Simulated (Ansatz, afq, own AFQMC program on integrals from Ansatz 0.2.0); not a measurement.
# HBr+ (doublet): quantum Monte Carlo beside coupled cluster, cc-pVDZ, part 2 of 2

Ansatz 0.2.0, Gaussian basis, and an in-house AFQMC program (afq) on its integrals; all values are calculated; cc-pVDZ, frozen cores.

### Step 16. Phaseless AFQMC, CISD trial on UHF

It reads the integrals that the CCSD(T) run on this determinant wrote.

Run with:

```bash
$ afq ham --method phaseless --trial cisd --walkers 170 --populations 1 --least-time 40 --time-step 0.005 --steps-per-block 50 --equilibration-blocks 28 --max-blocks 300 --target-error 0.00032 --factor-cut 1e-05 --start spin_pure --seed 2396 --release-times 0.24,0.51,0.99,1.62,2.4 --release-step 0.03 --release-every 4 --taylor-order 6
```

The program printed:

```text
orbitals 18  electrons 4 3  factors 123 of 361
reference energy -2572.57629295 Eh
CCSD correlation -0.11793195 Eh in 9 cycles, weight of the determinant in the CISD state 0.9431
energy of the start -2572.694149 Eh
 block  time / (1/Eh)  mean weight  energy / Eh
     1     0.250  1.0004  -2572.693590
     2     0.500  1.0005  -2572.694268
     3     0.750  0.9994  -2572.695019
     4     1.000  1.0000  -2572.694966
     5     1.250  1.0003  -2572.695084
     6     1.500  0.9988  -2572.695518
     7     1.750  1.0002  -2572.695553
     8     2.000  0.9992  -2572.695000
     9     2.250  1.0002  -2572.695519
    10     2.500  0.9991  -2572.696136
    13     3.250  0.9990  -2572.696004
    17     4.250  0.9993  -2572.695941
    21     5.250  1.0000  -2572.696150
    25     6.250  1.0007  -2572.695454
    29     7.250  1.0011  -2572.695240
    33     8.250  1.0001  -2572.695663
    37     9.250  0.9997  -2572.695692
    41    10.250  0.9992  -2572.697344
    45    11.250  1.0003  -2572.696783
    49    12.250  0.9996  -2572.695963
    53    13.250  1.0004  -2572.696104
    57    14.250  0.9994  -2572.696582
    61    15.250  0.9999  -2572.697504
    65    16.250  1.0003  -2572.696084
    69    17.250  0.9999  -2572.696086
    73    18.250  0.9998  -2572.696056
    77    19.250  1.0004  -2572.697801
    81    20.250  1.0015  -2572.696822
    85    21.250  1.0007  -2572.696948
    89    22.250  0.9996  -2572.696665
    93    23.250  1.0000  -2572.695927
    97    24.250  0.9999  -2572.695696
   101    25.250  0.9996  -2572.696199
   105    26.250  1.0005  -2572.697210
   109    27.250  1.0003  -2572.696919
   113    28.250  1.0010  -2572.696038
   117    29.250  0.9996  -2572.695678
   121    30.250  0.9993  -2572.695626
   125    31.250  1.0002  -2572.695601
   129    32.250  0.9995  -2572.695344
   133    33.250  0.9996  -2572.696108
   137    34.250  0.9997  -2572.696524
   141    35.250  1.0007  -2572.696933
   145    36.250  0.9999  -2572.696739
   149    37.250  0.9992  -2572.697143
   153    38.250  1.0003  -2572.695214
   157    39.250  0.9994  -2572.695891
   161    40.250  0.9997  -2572.696305
   165    41.250  0.9998  -2572.695979
   169    42.250  0.9996  -2572.695884
   173    43.250  1.0001  -2572.695930
   177    44.250  1.0001  -2572.695409
   181    45.250  1.0013  -2572.695853
   185    46.250  0.9994  -2572.694696
blocks merged  error / Eh  count
     1  0.000058  160
     2  0.000071  80
     4  0.000087  40
     8  0.000088  20
    16  0.000066  10
released: time / (1/Eh)  energy / Eh  error  mean overlap
  0.24  -2572.696465  0.000066  0.9973
  0.51  -2572.696454  0.000076  0.9967
  0.99  -2572.696404  0.000069  0.9982
  1.62  -2572.696451  0.000088  1.0020
  2.40  -2572.696412  0.000089  1.0171
energy -2572.696325 +/- 0.000088 Eh
```

Run time: 1.8 min. Hardware: 1 thread of Arm Neoverse V1, shared host.

Energy -70006.6334 ± 0.0024 eV. Caveats: constraint bias not in the error.

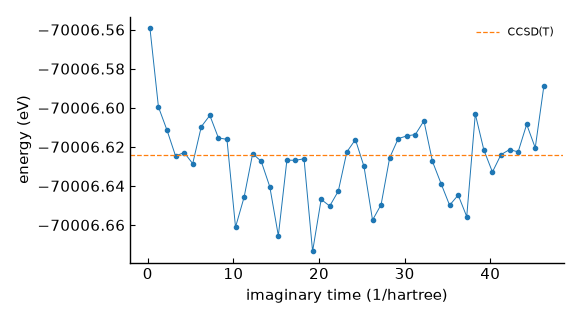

Block energies along the walk.

### Step 17. Phaseless AFQMC, single-determinant trial on UHF

It reads the integrals that the CCSD(T) run on this determinant wrote.

Run with:

```bash
$ afq ham --method phaseless --trial hf --walkers 340 --populations 1 --least-time 40 --time-step 0.005 --steps-per-block 20 --equilibration-blocks 112 --max-blocks 600 --target-error 0.0009600000000000001 --factor-cut 1e-05 --start spin_pure --seed 620 --taylor-order 6
```

The program printed:

```text
orbitals 18  electrons 4 3  factors 123 of 361
reference energy -2572.57629295 Eh
CCSD correlation -0.11793195 Eh in 9 cycles, weight of the determinant in the CISD state 0.9431
energy of the start -2572.576394 Eh
 block  time / (1/Eh)  mean weight  energy / Eh
     1     0.100  1.0007  -2572.599531
     2     0.200  1.0007  -2572.615377
     3     0.300  1.0008  -2572.629347
     4     0.400  1.0000  -2572.641813
     5     0.500  1.0010  -2572.653669
     6     0.600  1.0010  -2572.662125
     7     0.700  1.0004  -2572.667111
     8     0.800  0.9993  -2572.671895
     9     0.900  1.0005  -2572.681739
    10     1.000  1.0000  -2572.680964
    13     1.300  1.0000  -2572.690080
    25     2.500  1.0002  -2572.695661
    37     3.700  1.0000  -2572.697746
    49     4.900  0.9996  -2572.690043
    61     6.100  1.0001  -2572.695615
    73     7.300  1.0003  -2572.694409
    85     8.500  1.0003  -2572.698689
    97     9.700  0.9998  -2572.702562
   109    10.900  0.9997  -2572.694157
   121    12.100  0.9995  -2572.700173
   133    13.300  1.0002  -2572.702600
   145    14.500  1.0004  -2572.691997
   157    15.700  0.9996  -2572.695884
   169    16.900  1.0001  -2572.704705
   181    18.100  1.0003  -2572.698909
   193    19.300  0.9996  -2572.684066
   205    20.500  1.0003  -2572.693720
   217    21.700  1.0000  -2572.695538
   229    22.900  0.9996  -2572.705737
   241    24.100  0.9998  -2572.697050
   253    25.300  1.0004  -2572.694899
   265    26.500  0.9997  -2572.703466
   277    27.700  1.0011  -2572.696486
   289    28.900  0.9997  -2572.684935
   301    30.100  1.0007  -2572.707431
   313    31.300  1.0001  -2572.691920
   325    32.500  0.9992  -2572.700711
   337    33.700  1.0008  -2572.697312
   349    34.900  1.0003  -2572.682442
   361    36.100  0.9997  -2572.686640
   373    37.300  0.9997  -2572.700008
   385    38.500  0.9989  -2572.687147
   397    39.700  0.9999  -2572.699532
   409    40.900  1.0005  -2572.692503
   421    42.100  0.9991  -2572.699236
   433    43.300  1.0007  -2572.706520
   445    44.500  0.9995  -2572.695503
   457    45.700  0.9989  -2572.698706
   469    46.900  1.0015  -2572.692375
   481    48.100  1.0007  -2572.697726
   493    49.300  0.9998  -2572.695066
   505    50.500  0.9997  -2572.685499
blocks merged  error / Eh  count
     1  0.000309  400
     2  0.000420  200
     4  0.000558  100
     8  0.000682  50
    16  0.000711  25
    32  0.000599  12
energy -2572.695621 +/- 0.000711 Eh
```

It took 2 min on 1 thread of Arm Neoverse V1, shared host.

Energy -70006.6142 ± 0.0194 eV. Caveats: constraint bias not in the error.

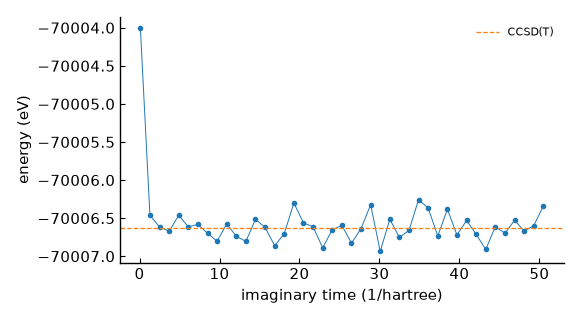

Block energies along the walk.

### Step 18. Free-projection AFQMC, CISD trial on UHF

It reads the integrals that the CCSD(T) run on this determinant wrote.

Run with:

```bash
$ afq ham --method free --trial cisd --walkers 170 --time-step 0.03 --max-blocks 80 --target-error 0.00032 --factor-cut 1e-05 --seed 4511 --times 0,0.3,0.6,1.2,1.8,2.4,3.6,4.8,6 --taylor-order 8
```

The program printed:

```text
orbitals 18  electrons 4 3  factors 123 of 361
reference energy -2572.57629295 Eh
CCSD correlation -0.11793195 Eh in 9 cycles, weight of the determinant in the CISD state 0.9431
repeat  energy at the last time / Eh  error
    10  -2572.696576  0.000261
    20  -2572.696594  0.000174
    30  -2572.696466  0.000140
time / (1/Eh)  energy / Eh  error  mean overlap
  0.00  -2572.694169  0.000037  1.0595
  0.30  -2572.695537  0.000049  1.0604
  0.60  -2572.696056  0.000069  1.0584
  1.20  -2572.696336  0.000089  1.0615
  1.80  -2572.696338  0.000071  1.0656
  2.40  -2572.696428  0.000060  1.0616
  3.60  -2572.696462  0.000087  1.0560
  4.80  -2572.696534  0.000132  1.0693
  6.00  -2572.696467  0.000134  1.0626
energy -2572.696467 +/- 0.000134 Eh
```

Wall time 48 s (1 thread of Arm Neoverse V1, shared host).

Energy -70006.6373 ± 0.0037 eV. Caveats: remainder of the start not in the error.

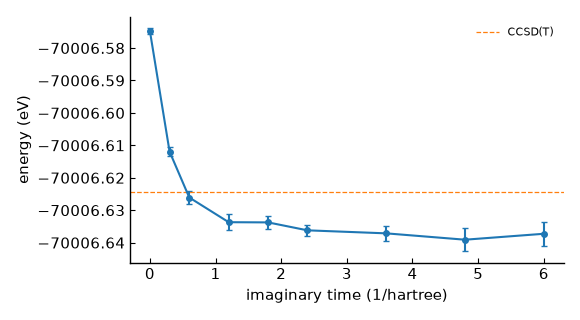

Energy against projection time, with error bars.

### Step 19. Free-projection AFQMC, first-order trial on UHF (settings varied)

It reads the integrals that the CCSD(T) run on this determinant wrote.

Run with:

```bash
$ afq ham --method free --trial mp1 --walkers 100 --time-step 0.02 --max-blocks 60 --target-error 0.00064 --factor-cut 1e-05 --seed 8129 --times 0.0,0.2,0.4,0.8,1.2 --taylor-order 6
```

The program printed:

```text
orbitals 18  electrons 4 3  factors 123 of 361
reference energy -2572.57629295 Eh
CCSD correlation -0.11793195 Eh in 9 cycles, weight of the determinant in the CISD state 0.9431
repeat  energy at the last time / Eh  error
    10  -2572.696113  0.000496
    20  -2572.695968  0.000334
    30  -2572.696134  0.000253
time / (1/Eh)  energy / Eh  error  mean overlap
  0.00  -2572.694060  0.000253  1.0482
  0.20  -2572.695335  0.000216  1.0416
  0.40  -2572.695724  0.000213  1.0443
  0.80  -2572.695964  0.000174  1.0477
  1.20  -2572.696119  0.000244  1.0499
energy -2572.696119 +/- 0.000244 Eh
```

It took 11 s on 1 thread of Arm Neoverse V1, shared host.

Energy -70006.6278 ± 0.0066 eV. Caveats: remainder of the start not in the error.

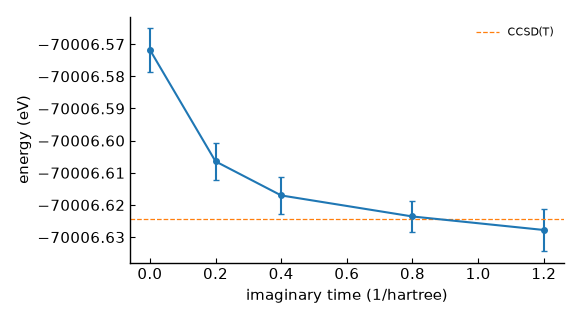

Energy against projection time, with error bars.

### Step 20. Phaseless AFQMC, single-determinant trial on UHF (settings varied)

It reads the integrals that the CCSD(T) run on this determinant wrote.

Run with:

```bash
$ afq ham --method phaseless --trial hf --walkers 40 --populations 1 --least-time 40 --time-step 0.04 --steps-per-block 25 --equilibration-blocks 10 --max-blocks 20 --target-error 0.00064 --factor-cut 1e-05 --start determinant --seed 2059 --taylor-order 4
```

The program printed:

```text
orbitals 18  electrons 4 3  factors 123 of 361
reference energy -2572.57629295 Eh
CCSD correlation -0.11793195 Eh in 9 cycles, weight of the determinant in the CISD state 0.9431
energy of the start -2572.576293 Eh
 block  time / (1/Eh)  mean weight  energy / Eh
     1     1.000  1.0346  -2572.692995
     2     2.000  1.0076  -2572.707043
     3     3.000  1.0123  -2572.681685
     4     4.000  0.9860  -2572.681465
     5     5.000  0.9913  -2572.682778
     6     6.000  1.0101  -2572.673626
     7     7.000  1.0015  -2572.726175
     8     8.000  1.0100  -2572.687618
     9     9.000  1.0164  -2572.705130
    10    10.000  0.9899  -2572.695225
    11    11.000  1.0187  -2572.714898
    12    12.000  1.0099  -2572.678683
    13    13.000  0.9994  -2572.704725
    14    14.000  1.0179  -2572.699265
    15    15.000  1.0178  -2572.731498
    16    16.000  1.0184  -2572.679110
    17    17.000  1.0018  -2572.692188
    18    18.000  0.9863  -2572.676199
    19    19.000  1.0089  -2572.695786
    20    20.000  1.0122  -2572.717280
    21    21.000  0.9966  -2572.693391
    22    22.000  1.0001  -2572.662382
    23    23.000  1.0081  -2572.675933
    24    24.000  0.9984  -2572.681867
    25    25.000  1.0075  -2572.660247
    26    26.000  1.0108  -2572.729810
    27    27.000  1.0009  -2572.716512
    28    28.000  0.9918  -2572.707496
    29    29.000  1.0034  -2572.699964
    30    30.000  1.0017  -2572.707452
blocks merged  error / Eh  count
     1  0.004596  20
     2  0.003808  10
energy -2572.696283 +/- 0.004596 Eh
```

Wall time 1 s (1 thread of Arm Neoverse V1, shared host).

Energy -70006.6322 ± 0.1251 eV. The run doesn't count as converged. Caveats: constraint bias not in the error; error not settled; error above the target.

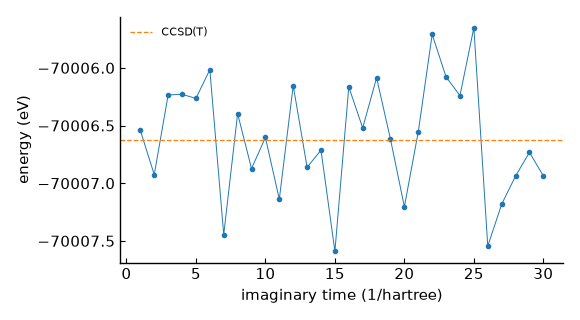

Block energies along the walk.

### Step 21. All levels side by side

The full CI on restricted orbitals is not used as the yardstick for these unrestricted rows.

On the UHF determinant, counted from CCSDTQ (a yardstick, not exact):

| level | energy (eV) | from CCSDTQ (kJ/mol) | statistical error (kJ/mol) | time |
| --- | --- | --- | --- | --- |
| HF | -70003.3672 | +315.4 |  |  |
| MP2 | -70006.0748 | +54.2 |  |  |
| CCSD | -70006.5763 | +5.8 |  |  |
| CCSD(T) | -70006.6244 | +1.2 |  |  |
| CCSDT(Q) | -70006.6361 | 0.0 |  |  |
| CCSDTQ | -70006.6366 | 0.0 |  |  |
| Phaseless AFQMC, CISD trial, step 0.005, 170 walkers | -70006.6334 | +0.3 | 0.2 | 1.8 min |
| Phaseless AFQMC, single-determinant trial, step 0.005, 340 walkers | -70006.6142 | +2.2 | 1.9 | 2 min |
| Free-projection AFQMC, CISD trial, step 0.03, 170 walkers | -70006.6373 | -0.1 | 0.4 | 48 s |
| Free-projection AFQMC, first-order trial, step 0.02, 100 walkers | -70006.6278 | +0.8 | 0.6 | 11 s |

The functionals' totals stand on their own zeros and serve differences with other points: PBE -70039.630 eV; r2SCAN -70049.697 eV; PBE0 -70042.068 eV; B3LYP -70050.990 eV; wB97M-V -70046.183 eV; B2PLYP -70038.485 eV.

### Step 22. What came out

What follows sums up all 2 parts.

| quantity | value |
| --- | --- |
| CCSD(T) on UHF from CCSDTQ | +1.2 kJ/mol |
| Phaseless AFQMC, CISD trial on UHF from CCSDTQ | +0.3 ± 0.2 kJ/mol |
| Phaseless AFQMC, single-determinant trial on UHF from CCSDTQ | +2.2 ± 1.9 kJ/mol |
| Free-projection AFQMC, CISD trial on UHF from CCSDTQ | -0.1 ± 0.4 kJ/mol |

In words: On UHF the phaseless walk with the CISD trial lies +0.3 kJ/mol from CCSDTQ, within three error bars. Free projection has no constraint; at the last time it gives -0.1 ± 0.4 kJ/mol, and from a start that isn't spin pure other spins can mix in. Error bars are statistical and leave out the constraint, the time step and what remains of the start.
